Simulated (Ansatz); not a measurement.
# C2H4ClOSi radical: inputs that go wrong

3 inputs were typed for C2H4ClOSi radical. Each is run as it stands; the log then has to tell whether the result can be used.

Method: the settings change from run to run; program: Ansatz 0.2.0, Gaussian basis.

## (1) The molecule

The geometry comes from an earlier relaxation with PBE0-D4 in a triple-zeta def2 set; it is a stationary point, not always the lowest conformer.

SMILES `C=C[Si](O)Cl`, 9 atoms, charge 0, spin multiplicity 2.

Atoms are counted from 1 here; the program's logs count them from 0.

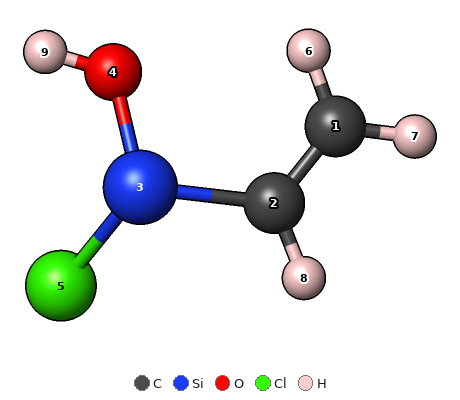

The geometry (carbon dark grey, silicon blue, oxygen red, chlorine green, hydrogen pink); atoms are numbered from 1 in the order of the file.

As a file:

```xyz
9

C    -0.62541   -1.35290   -0.52880
C    -0.20691   -0.75183    0.58400
Si    0.84175    0.76414    0.55320
O     0.75233    1.37741   -0.96840
Cl    0.15478    2.13067    1.95015
H    -0.40732   -0.94649   -1.51122
H    -1.21027   -2.26788   -0.49944
H    -0.43626   -1.19094    1.55210
H     1.22592    2.19132   -1.14869
```

## (2) Attempt 1

Input file in.yaml:

```yaml
crystal:
  periodic: [false, false, false]
  atoms:
    - {symbol: C, position_ang: [-1.181862, -2.556615, -0.999298]}
    - {symbol: C, position_ang: [-0.391003, -1.420755, 1.103594]}
    - {symbol: Si, position_ang: [1.590675, 1.444008, 1.045402]}
    - {symbol: O, position_ang: [1.421692, 2.602929, -1.830008]}
    - {symbol: Cl, position_ang: [0.292488, 4.026384, 3.685259]}
    - {symbol: H, position_ang: [-0.769729, -1.788617, -2.855795]}
    - {symbol: H, position_ang: [-2.287074, -4.285664, -0.943804]}
    - {symbol: H, position_ang: [-0.824418, -2.250545, 2.933046]}
    - {symbol: H, position_ang: [2.316660, 4.141001, -2.170709]}
basis:
  gaussian: {orbitals: aug-cc-pVDZ}
magnetization: {spin_polarized: true, initial_magnetization: 1}
hamiltonian: {xc: {name: wB97}}
scf: {lower_state_search: full}
```

Command:

```bash
$ ansatz run in.yaml --threads 4 --pin off --events-out ev --progress --plain --max-ram 10444MiB
```

The log of the run, cut to the lines that bear on the results:

```text
Functional definition: wB97
  name "wB97"
  cite "Chai & Head-Gordon, J. Chem. Phys. 128, 084106 (2008) doi:10.1063/1.2834918"
  cite "Becke, J. Chem. Phys. 107, 8554 (1997) doi:10.1063/1.475007"
[...]
  # The coefficients of nought are those of the uniform gas.
[...]
      + integral(e_c_pw_opposite_spin*poly(b97_u_opposite, 1, cos1, cos2, cos3, cos4))
1537 factors; their error is unknown
761 factors; integrals over basis functions are off by at most 6.9e-5 eV
[...]
mean field -24554.93965139 eV, -902.3773882525 hartree, gradient 9.7e-6 eV, S^2 4.344008; 14 other end points of the search recorded, 0 dependent functions left out
reference -24554.93964462 eV, -902.3773880040 hartree; 28, 27 occupied and 131, 132 virtual orbitals, 1537 factors
Total energy: -24554.93964462 eV, -902.3773880040 hartree
```

It took 89 s on 4 threads of AMD EPYC 9R45, shared host; peak memory 0.95 GiB.

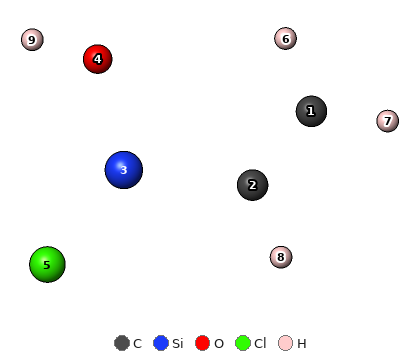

The geometry of this input.

**Diagnosis.** It ended without an error, which proves nothing about the input. The coordinates are in bohr but typed as ångström. The shortest distance is 1.81 Å (O4–H9), against 0.96 Å in the relaxed molecule. Its energy is no property of the relaxed molecule. To mend it, take the coordinates from the file in ångström.

## (3) Attempt 2

Input file in.yaml:

```yaml
crystal:
  periodic: [false, false, false]
  atoms:
    - {symbol: C, position_ang: [-0.625414, -1.352902, -0.528805]}
    - {symbol: C, position_ang: [-0.206910, -0.751831, 0.583996]}
    - {symbol: Si, position_ang: [0.841748, 0.764136, 0.553203]}
    - {symbol: O, position_ang: [0.752327, 1.377410, -0.968398]}
    - {symbol: Cl, position_ang: [0.154778, 2.130670, 1.950154]}
    - {symbol: H, position_ang: [-0.407323, -0.946495, -1.511221]}
    - {symbol: H, position_ang: [-1.210267, -2.267875, -0.499439]}
    - {symbol: H, position_ang: [-0.436263, -1.190937, 1.552101]}
    - {symbol: H, position_ang: [1.225923, 2.191323, -1.148689]}
basis:
  gaussian: {orbitals: def2-SVPD}
magnetization: {spin_polarized: true, initial_magnetization: 2}
hamiltonian: {xc: {name: B97}}
accuracy: high
output: {forces: true}
```

The command is unchanged.

The log of the run:

```text
Error: a molecule whose nuclei and cores have a total charge of 55 cannot have a net charge of 0 together with 2 unpaired electrons
```

It took 0.05 s on 4 threads of AMD EPYC 9R45, shared host.

**Diagnosis.** The program refused the input. The number of unpaired electrons doesn't fit the electron count. Cure: make charge and initial_magnetization agree: an even electron count takes an even number of unpaired electrons.

## (4) Attempt 3

Input file in.yaml:

```yaml
crystal:
  periodic: [false, false, false]
  atoms:
    - {symbol: C, position_ang: [-0.625414, -1.352902, -0.528805]}
    - {symbol: C, position_ang: [-0.206910, -0.751831, 0.583996]}
    - {symbol: Si, position_ang: [0.841748, 0.764136, 0.553203]}
    - {symbol: O, position_ang: [0.752327, 1.377410, -0.968398]}
    - {symbol: Cl, position_ang: [0.154778, 2.130670, 1.950154]}
    - {symbol: H, position_ang: [-0.407323, -0.946495, -1.511221]}
    - {symbol: H, position_ang: [-1.210267, -2.267875, -0.499439]}
    - {symbol: H, position_ang: [-0.436263, -1.190937, 1.552101]}
    - {symbol: H, position_ang: [1.225923, 2.191323, -1.148689]}
basis:
  gaussian: {orbitals: aug-cc-pVDZ}
magnetization: {spin_polarized: true, initial_magnetization: 1}
hamiltonian: {xc: {name: HF}}
correlation: {method: mp2, electrons: outside_noble_gas}
accuracy: high
multiplicity: 3
output: {forces: true}
```

Launched as before.

The log of the run:

```text
Error: YAML parse error: error: line 19 column 1: unknown field `multiplicity`, expected one of crystal, accuracy, basis, kpoints, hamiltonian, magnetization, projection, total_charge, correlation, batch, efield, external_charges, scf, relax, neb, saddle, md, ramp, phonons, dielectric, real_time, elastic, magnetic_configurations, gw, evaluate, workflow, output, checkpoint, execution
  --> <input>:19:1
   |
17 | correlation: {method: mp2, electrons: outside_noble_gas}
18 | accuracy: high
19 | multiplicity: 3
   | ^ unknown field `multiplicity`, expected one of crystal, accuracy, basis, kpoints, hamiltonian, magnetization, projection, total_charge, correlation, batch, efield, external_charges, scf, relax, neb, saddle, md, ramp, phonons, dielectric, real_time, elastic, magnetic_configurations, gw, evaluate, workflow, output, checkpoint, execution
20 | output: {forces: true}
   |
```

Run time: 0.05 s. Hardware: 4 threads of AMD EPYC 9R45, shared host.

Diagnosis: The program refused the input. The input holds a key that doesn't belong there. Fix: remove the key, or spell it as the input reference has it.

## (5) Summary

```
attempt             level      ended                                                            cause    time
      1  wB97/aug-cc-pVDZ  converged                the coordinates are in bohr but typed as ångström    89 s
      2     B97/def2-SVPD    refused  the number of unpaired electrons doesn't fit the electron count  0.05 s
      3   MP2/aug-cc-pVDZ    refused                  the input holds a key that doesn't belong there  0.05 s
```

In words: 1 converged, 2 refused. A refusal costs next to no computing time. The dangerous case is the input that converges on a wrong geometry, charge, spin, basis or grid: often only a look at the input shows it.
